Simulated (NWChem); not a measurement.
**One shape, several levels: SiHCl2 (SMILES Cl[SiH]Cl)**

Aim: a comparison of 4 runs (UTPSSh/def2-SVPD, UTPSSh/def2-SVP, UTPSSh/def2-TZVP, UTPSSh/def2-TZVPD) of SiHCl2. 

Program for the calculation: NWChem 7.3.0.

**1. The molecule**

SiHCl2 has 4 atoms, charge 0, and is taken as a doublet. As SMILES, `Cl[SiH]Cl`. The shape is that of a PBE0-D4/def2-TZVP optimisation.

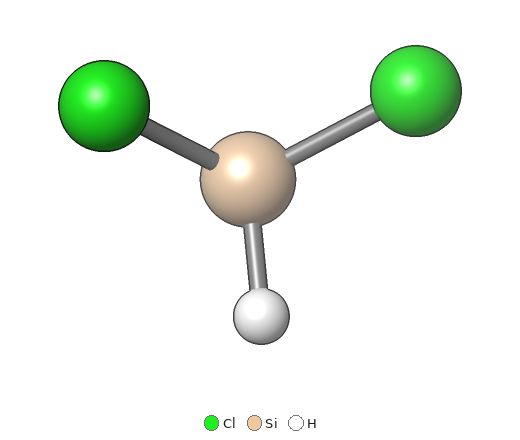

The structure, seen from a chosen angle (chlorine green, silicon light orange, hydrogen white).

**2. Energy and gradient at UTPSSh/def2-SVPD (run 1)**

mymol.nw

```
start mymol
memory stack 880 mb heap 220 mb global 1100 mb
geometry units bohr noautosym nocenter noautoz
   Cl  -3.11162304   0.33599330   1.68072242
   Si   0.35451262  -0.78272456   0.37794522
   Cl   0.47413228  -0.53157996  -3.48030860
   H    2.28316710   0.97831121   1.42182994
end
basis "ao basis" spherical bse
   * library def2-SVPD
end
dft
   xc xctpssh
   mult 2
   grid fine
   convergence energy 1e-08
   maxiter 100
   mulliken
   print low
end
task dft gradient
```

On the command line:

```
$ nwchem mymol.nw > mymol.out
```

Log:

```text
[...]
 d= 0,ls=0.0,diis     1  -1210.1711255935 -1.39D+03  1.02D-02  9.89D-02     2.7
[...]
 d= 0,ls=0.0,diis    10  -1210.2232690376 -1.43D-09  4.19D-07  1.03D-09    20.8
[...]
         Total DFT energy =    -1210.223269037587
      One electron energy =    -2029.666061596361
           Coulomb energy =      717.432700961629
    Exchange-Corr. energy =      -77.827131731870
 Nuclear repulsion energy =      179.837223329014
[...]
      Total Density - Mulliken Population Analysis
     ---------------------------------------------
    Atom       Charge   Shell Charges
 -----------   ------   -------------------------------------------------------
    1 Cl  17    17.45   2.00  1.98  1.27  0.69  0.02  5.93  2.15  3.14  0.20  0.02  0.03
    2 Si  14    13.13   2.00  1.98  1.14 -0.02 -0.00  5.92  1.13  0.72  0.26 -0.01
    3 Cl  17    17.45   2.00  1.98  1.27  0.69  0.02  5.93  2.15  3.14  0.20  0.02  0.03
    4 H    1     0.98   0.74  0.20  0.01  0.03
[...]
      <S2> =      0.7523 (Exact =     0.7500)
                         DFT ENERGY GRADIENTS
    atom               coordinates                        gradient
                 x          y          z           x          y          z
   1 Cl     -3.111623   0.335993   1.680722    0.011530  -0.004005  -0.004207
   2 Si      0.354513  -0.782725   0.377945   -0.011022   0.005782  -0.008613
   3 Cl      0.474132  -0.531580  -3.480309   -0.000324  -0.001135   0.012841
   4 H       2.283167   0.978311   1.421830   -0.000184  -0.000642  -0.000021
 Task  times  cpu:       25.7s     wall:       25.7s
 Total times  cpu:       25.7s     wall:       25.7s
```

It took 26 s on 1 thread of Intel Xeon 6975P-C (Granite Rapids), shared host; peak memory 0.12 GiB.

**3. Energy and gradient at UTPSSh/def2-SVP (run 2)**

work.nw

```
start work
title "Cl2HSi"
memory total 2200 mb

geometry units angstrom noautosym nocenter noautoz
  Cl      -1.646600       0.177800       0.889400
  Si       0.187600      -0.414200       0.200000
  Cl       0.250900      -0.281300      -1.841700
  H        1.208200       0.517700       0.752400
end

basis spherical bse
  * library def2-SVP
end

dft
  xc xctpssh
  mult 2
  grid fine
  convergence energy 1e-08
  maxiter 100
  mulliken
  noprint "final vectors analysis"
end

task dft gradient
```

On the command line:

```
$ nwchem work.nw > work.out
```

Log:

```text
[...]
          Wavefunction type:  spin polarized.
          No. of atoms     :     4
          No. of electrons :    49
[...]
          Charge           :     0
          Spin multiplicity:     2
[...]
          AO basis - number of functions:    59
[...]
              XC Information
              --------------
                  TPSS hybrid Method XC Functional
                     Hartree-Fock (Exact) Exchange  0.100
                  TPSS metaGGA Exchange Functional  0.900
             TPSS03 metaGGA Correlation Functional  1.000
[...]
 d= 0,ls=0.0,diis     1  -1210.1569309484 -1.39D+03  1.03D-02  9.43D-02     0.9
[...]
 d= 0,ls=0.0,diis     9  -1210.2065547003 -7.58D-09  1.21D-06  1.32D-09     8.3
[...]
         Total DFT energy =    -1210.206554700325
      One electron energy =    -2030.194055548646
           Coulomb energy =      718.024581623880
    Exchange-Corr. energy =      -77.874316959132
 Nuclear repulsion energy =      179.837236183574
[...]
      <S2> =      0.7520 (Exact =     0.7500)
[...]
  wavefunction    = open shell
                         DFT ENERGY GRADIENTS
    atom               coordinates                        gradient
                 x          y          z           x          y          z
   1 Cl     -3.111623   0.335993   1.680722    0.008867  -0.002747  -0.003525
   2 Si      0.354513  -0.782725   0.377945   -0.007483   0.003888  -0.005835
   3 Cl      0.474132  -0.531580  -3.480308   -0.000464  -0.000488   0.009891
   4 H       2.283167   0.978311   1.421830   -0.000920  -0.000653  -0.000530
[...]
```

It took 12 s on 1 thread of Intel Xeon 6975P-C (Granite Rapids), shared host; peak memory 0.11 GiB.

Run 3 isn't shown in full; the table further down has it.

**4. Energy and forces at UTPSSh/def2-TZVPD (run 4)**

run.nw

```
start run
memory total 2200 mb

geometry noautosym nocenter noautoz
   Cl   -1.646600    0.177800    0.889400
   Si    0.187600   -0.414200    0.200000
   Cl    0.250900   -0.281300   -1.841700
   H     1.208200    0.517700    0.752400
end

basis "ao basis" spherical bse
   * library def2-TZVPD
end

dft
   xc xctpssh
   mult 2
   grid fine
   convergence energy 1e-08
   maxiter 100
   mulliken
   noprint "final vectors analysis"
end

task dft gradient
```

On the command line:

```
$ nwchem run.nw > run.out
```

Log:

```text
[...]
          Wavefunction type:  spin polarized.
          No. of atoms     :     4
          No. of electrons :    49
[...]
          Charge           :     0
          Spin multiplicity:     2
[...]
          AO basis - number of functions:   144
[...]
              XC Information
              --------------
                  TPSS hybrid Method XC Functional
                     Hartree-Fock (Exact) Exchange  0.100
                  TPSS metaGGA Exchange Functional  0.900
             TPSS03 metaGGA Correlation Functional  1.000
[...]
 d= 0,ls=0.0,diis     1  -1210.5753826675 -1.39D+03  3.70D-03  2.14D-01     6.1
[...]
 d= 0,ls=0.0,diis    10  -1210.6310945996 -2.75D-09  2.93D-07  1.82D-09    62.8
[...]
         Total DFT energy =    -1210.631094599580
      One electron energy =    -2030.975501660911
           Coulomb energy =      718.402559944069
    Exchange-Corr. energy =      -77.895389066312
 Nuclear repulsion energy =      179.837236183574
[...]
      <S2> =      0.7527 (Exact =     0.7500)
[...]
  wavefunction    = open shell
                         DFT ENERGY GRADIENTS
    atom               coordinates                        gradient
                 x          y          z           x          y          z
   1 Cl     -3.111623   0.335993   1.680722    0.002796  -0.001024  -0.001205
   2 Si      0.354513  -0.782725   0.377945   -0.003450   0.000708  -0.002501
   3 Cl      0.474132  -0.531580  -3.480308   -0.000256  -0.000284   0.003175
   4 H       2.283167   0.978311   1.421830    0.000910   0.000600   0.000530
[...]
```

Run time: 85 s. Hardware: 1 thread of Intel Xeon 6975P-C (Granite Rapids), shared host; peak memory 0.14 GiB.

**5. Overview of the runs**

```tsv
run	level	energy (Eh)	⟨S²⟩	largest force (eV/Å)	wall time
1	UTPSSh/def2-SVPD	-1210.223269	0.752	0.778	26 s
2	UTPSSh/def2-SVP	-1210.206555	0.752	0.527	12 s
3	UTPSSh/def2-TZVP	-1210.629684	0.753	0.214	44 s
4	UTPSSh/def2-TZVPD	-1210.631095	0.753	0.222	85 s
```

Convergence of the total energy of doublet SiHCl2 with the basis set, against the last point:

```tsv
basis set	from the last (mEh)	wall time
def2-SVPD	+407.826	26 s
def2-SVP	+424.540	12 s
def2-TZVP	+1.411	44 s
def2-TZVPD	+0.000	85 s
```

Convergence of the largest force on an atom of doublet SiHCl2 with the basis set, against the last point:

```tsv
basis set	from the last (eV/Å)	wall time
def2-SVPD	+0.55620	26 s
def2-SVP	+0.30520	12 s
def2-TZVP	-0.00839	44 s
def2-TZVPD	+0.00000	85 s
```

**6. What came out**

```
                       quantity           value
            run 4: total energy  -1210.63109 Eh
           run 4: dipole moment          0.98 D
                    run 4: ⟨S²⟩           0.753
run 4: largest force on an atom      0.222 eV/Å
```

In words: Over runs 2, 3, 4 the dipole moment (its size) runs from 0.96 D (UTPSSh/def2-TZVP) to 1.10 D (UTPSSh/def2-SVP). All runs together took 2.8 min, the longest 85 s.
